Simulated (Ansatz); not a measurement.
# (10,0) carbon nanotube bundle (120 atoms), step 2 of a relaxation

The starting structure: Graphene sheet (a = 2.46 Å) rolled into a (10,0) tube of diameter 7.83 Å, 3 periods, hexagonal bundle with 3.3 Å between walls; then minimised and run for 3 ps at 300 K (NVT) with a classical potential, last frame taken.

Geometry: step 2 of a relaxation. Computed with Ansatz 0.2.0: Kohn-Sham DFT, PBEsol, PAW (set soft_2), plane waves; cutoff 420 eV, k-mesh 2×2×1, gaussian smearing of 0.025 eV.

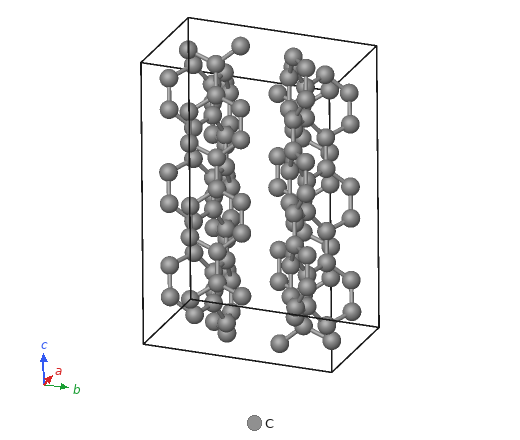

The structure (carbon grey).

Cell vectors (Å):

```
11.130 0.000 0.000
-5.565 9.639 0.000
0.000 0.000 12.783
```

Positions (Å):

```
1 C 3.933 0.472 1.434
2 C 3.573 1.645 0.721
3 C 2.868 2.650 1.411
4 C 1.890 3.424 0.704
5 C 3.529 1.653 3.550
6 C 2.838 2.673 2.828
7 C 0.727 3.871 1.427
8 C -0.521 3.907 0.698
9 C 1.909 3.429 3.554
10 C 0.740 3.889 2.848
11 C -1.684 3.566 1.429
12 C 8.421 2.863 0.711
13 C -0.492 3.936 3.551
14 C -1.678 3.569 2.849
15 C 7.692 1.894 1.412
16 C 7.263 0.739 0.721
17 C 8.435 2.880 3.560
18 C 7.692 1.908 2.834
19 C 1.674 9.171 1.414
20 C 1.998 7.959 0.700
21 C 7.257 0.746 3.546
22 C 1.672 9.151 2.842
23 C 2.684 6.939 1.409
24 C 3.667 6.194 0.724
25 C 2.001 7.976 3.536
26 C 2.686 6.946 2.834
27 C 4.846 5.784 1.419
28 C 6.057 5.753 0.720
29 C 3.662 6.191 3.551
30 C 4.838 5.791 2.837
31 C 7.233 6.069 1.434
32 C -2.874 6.763 0.735
33 C 6.058 5.741 3.545
34 C 7.256 6.071 2.858
35 C -2.075 7.696 1.416
36 C -1.635 8.888 0.701
37 C -2.855 6.751 3.542
38 C -2.076 7.710 2.828
39 C -1.686 8.875 3.559
40 C 3.909 0.467 2.868
41 C 3.838 0.483 5.685
42 C 3.526 1.644 4.973
43 C 2.831 2.686 5.679
44 C 1.879 3.443 4.978
45 C 3.542 1.661 7.811
46 C 2.848 2.688 7.109
47 C 0.741 3.897 5.678
48 C -0.508 3.937 4.962
49 C 1.879 3.452 7.795
50 C 0.725 3.904 7.096
51 C -1.685 3.585 5.685
52 C 8.421 2.878 4.981
53 C -0.499 3.942 7.818
54 C -1.676 3.577 7.109
55 C 7.667 1.915 5.688
56 C 7.240 0.775 4.962
57 C 8.437 2.870 7.800
58 C 7.670 1.916 7.113
59 C 1.652 9.164 5.654
60 C 1.986 7.984 4.974
61 C 7.255 0.754 7.806
62 C 1.667 9.153 7.088
63 C 2.696 6.953 5.699
64 C 3.669 6.219 4.985
65 C 2.013 7.987 7.810
66 C 2.721 6.957 7.104
67 C 4.847 5.774 5.677
68 C 6.062 5.726 4.971
69 C 3.709 6.214 7.809
70 C 4.844 5.777 7.123
71 C 7.250 6.043 5.671
72 C -2.857 6.762 4.977
73 C 6.086 5.705 7.815
74 C 7.253 6.036 7.095
75 C -2.140 7.738 5.674
76 C -1.732 8.901 4.982
77 C -2.868 6.723 7.817
78 C -2.134 7.734 7.112
79 C -1.737 8.897 7.824
80 C 3.840 0.463 7.105
81 C 3.956 0.491 9.935
82 C 3.565 1.664 9.221
83 C 2.870 2.683 9.934
84 C 1.893 3.451 9.234
85 C 3.588 1.682 12.068
86 C 2.855 2.668 11.355
87 C 0.740 3.884 9.947
88 C -0.497 3.929 9.235
89 C 1.878 3.428 12.078
90 C 0.725 3.875 11.364
91 C -1.674 3.569 9.922
92 C 8.434 2.877 9.232
93 C -0.509 3.911 12.070
94 C -1.683 3.566 11.355
95 C 7.664 1.911 9.946
96 C 7.261 0.750 9.241
97 C 8.433 2.894 12.063
98 C 7.658 1.914 11.357
99 C 1.668 9.170 9.925
100 C 2.012 7.979 9.221
101 C 7.248 0.745 12.050
102 C 1.660 9.132 11.340
103 C 2.689 6.944 9.953
104 C 3.674 6.205 9.230
105 C 1.988 7.981 12.079
106 C 2.683 6.947 11.365
107 C 4.832 5.779 9.933
108 C 6.055 5.721 9.221
109 C 3.676 6.191 12.075
110 C 4.842 5.780 11.367
111 C 7.249 6.077 9.944
112 C -2.851 6.747 9.230
113 C 6.054 5.754 12.084
114 C 7.255 6.090 11.363
115 C -2.075 7.710 9.941
116 C -1.679 8.871 9.233
117 C -2.861 6.769 12.077
118 C -2.077 7.715 11.378
119 C -1.638 8.889 12.072
120 C 3.965 0.495 11.355
```

Q: Give the force on every atom.

Columns: atom, fx, fy, fz (forces in eV/Å).

```
1 0.029 -0.290 -0.216
2 0.073 0.166 -0.414
3 -0.770 0.762 -0.099
4 -0.296 -0.069 0.866
5 0.190 -0.245 0.038
6 0.809 -0.723 0.533
7 0.087 -0.207 -0.790
8 0.988 0.093 1.131
9 -1.421 0.777 -0.400
10 0.366 -0.315 -0.019
11 -0.473 -0.297 -0.556
12 0.798 0.822 -0.193
13 -0.356 -0.171 -0.343
14 0.280 0.170 0.104
15 -0.292 0.019 0.334
16 0.008 0.431 -1.452
17 -0.072 -0.138 -0.374
18 -0.217 -0.332 0.411
19 0.035 -1.526 0.230
20 -0.256 0.861 0.856
21 0.188 0.596 -0.304
22 -0.122 0.492 -0.308
23 0.019 0.159 0.256
24 0.471 -0.199 -0.633
25 0.090 -0.479 0.630
26 0.113 -0.057 0.242
27 -1.103 0.205 0.144
28 0.221 -0.156 -0.215
29 0.163 0.329 -0.036
30 -0.376 -0.038 0.476
31 0.647 0.370 -0.066
32 0.014 -0.296 -0.854
33 0.198 -0.024 0.347
34 -0.600 -0.227 -0.533
35 0.393 1.213 -0.278
36 -0.400 -0.656 0.940
37 0.432 0.325 0.459
38 -0.176 -0.049 0.826
39 -0.060 0.040 -0.027
40 -0.128 0.335 -0.758
41 0.291 -0.585 0.131
42 -0.617 1.297 0.011
43 0.688 -0.683 0.272
44 0.302 -0.040 -0.264
45 -0.166 -0.024 -0.405
46 -0.069 -0.100 -0.474
47 -1.012 0.085 -0.312
48 0.447 -0.021 0.904
49 0.012 0.107 0.817
50 0.370 -0.174 0.228
51 0.064 -0.158 -0.379
52 0.412 0.379 0.174
53 -0.097 -0.132 -0.444
54 0.027 0.038 -0.086
55 -0.086 0.068 -0.272
56 0.038 -0.750 0.317
57 0.163 0.377 0.719
58 -0.179 -0.376 -0.511
59 -0.054 0.337 0.736
60 0.521 -0.741 -0.365
61 0.016 -0.376 0.182
62 -0.124 0.650 0.210
63 -0.278 0.597 -0.837
64 0.734 -0.578 -0.383
65 0.390 -0.655 -0.540
66 -0.288 0.366 0.478
67 -1.030 0.356 0.658
68 0.145 -0.060 -0.281
69 -0.934 0.278 0.256
70 0.711 -0.227 -1.188
71 0.382 0.348 0.179
72 -0.649 -0.675 -0.590
73 -0.829 -0.035 -0.427
74 0.199 0.030 0.160
75 0.345 0.229 1.059
76 0.093 -0.518 -0.417
77 0.591 0.796 -0.716
78 -0.286 -0.486 -0.218
79 0.070 -0.842 -0.583
80 0.147 1.001 0.130
81 -0.384 -0.485 -0.285
82 0.076 -0.002 0.603
83 -0.217 -0.030 -0.177
84 -0.131 -0.099 -0.195
85 0.017 -0.796 -0.017
86 0.003 0.319 0.557
87 -0.085 -0.100 -0.353
88 0.357 0.028 -0.017
89 0.099 -0.130 -0.887
90 0.302 -0.214 0.439
91 -0.258 -0.101 0.649
92 -0.082 -0.101 -0.242
93 0.101 0.020 -0.456
94 0.112 0.144 -0.140
95 0.204 0.275 -0.525
96 -0.019 0.423 -0.761
97 -0.614 -0.686 0.190
98 0.198 0.044 0.450
99 0.050 -1.200 0.151
100 0.018 -0.004 0.665
101 0.126 -0.344 0.696
102 -0.199 1.532 0.831
103 -0.032 0.398 -0.989
104 0.221 -0.026 0.532
105 0.484 -1.079 -1.006
106 0.340 -0.153 0.609
107 -0.116 0.042 0.172
108 0.907 0.202 1.003
109 -0.389 0.329 -0.114
110 -0.510 0.166 -0.080
111 -0.266 -0.156 -0.284
112 -0.211 -0.180 0.570
113 0.843 0.037 -0.578
114 -0.696 -0.207 0.400
115 -0.204 0.028 0.209
116 0.104 0.859 0.675
117 0.020 -0.024 0.377
118 0.175 0.447 -0.450
119 -0.101 0.120 -0.503
120 -0.198 -0.063 0.397
```

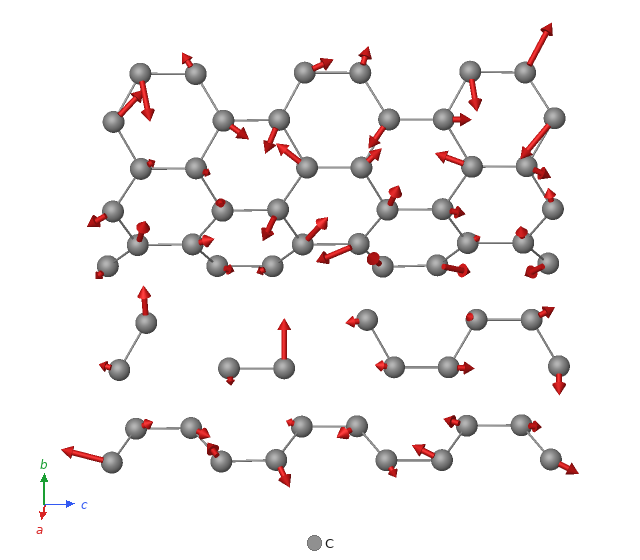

The forces as arrows, the longest 1.75 eV/Å. Drawn is a stretch of 11 Å of the 13 Å that the cell measures along c and a slice 4 Å thick, seen along the normal of the bc plane.

The r.m.s. force component is 0.479 eV/Å; the longest force, 1.75 eV/Å, acts on C102. The energy lies 35.7 meV/atom below that of the first step of this run.

[Logs are printed without paths, hosts, clocks, repeated set-up lines and the standing remarks that a program may print on its own settings, such as how far it seeks lower states.]

[Hosts, paths, dates, database ids (printed as entryN), source tags and the programs' standing remarks are cut or masked in the printed files.]
